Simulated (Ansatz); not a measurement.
```xyz
7

Al   -0.0119   -0.0046    0.0086
C     0.0123   -0.0092    1.9537
H    -0.9562   -0.2995    2.3677
H     0.7741   -0.6856    2.3476
H     0.2463    0.9892    2.3361
Cl    1.8267    0.0021   -1.0379
H    -1.3111    0.0076   -0.8793
```

All numbers below come from Ansatz, RKS B3LYP/def2-TZVP.

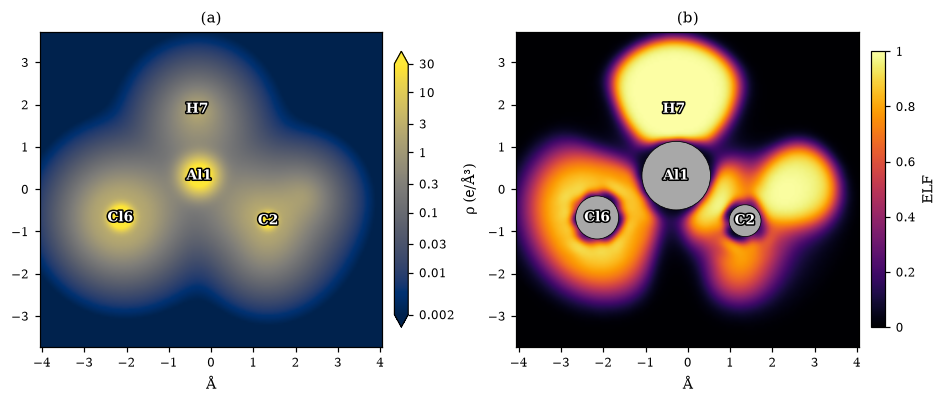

CH₄AlCl. (a) electron density; (b) ELF on the plane of atoms C2, Al1 and H7. Grey discs cover the atomic cores in the ELF map.

Question: Read the bonding off the picture.

Answer: The section cuts through Al, C, Cl and H sites.
C–Al (1.95 Å): ρ is about 0.74 e/Å³ halfway; the ELF peaks at about 0.95 in the valence shell of C, 0.7 Å from its nucleus, and is about 0.85 at the midpoint.
Al–Cl (2.12 Å): ρ at the midpoint is about 0.71 e/Å³; the ELF peaks at about 0.85 in the valence shell of Cl, 0.9 Å from its nucleus, and is about 0.80 at the midpoint.
Al–H (1.57 Å): ρ is about 0.57 e/Å³ halfway; the ELF climbs to about 1 towards the hydrogen.
The ELF also peaks beside Cl6, away from the bonds: lone-pair regions.
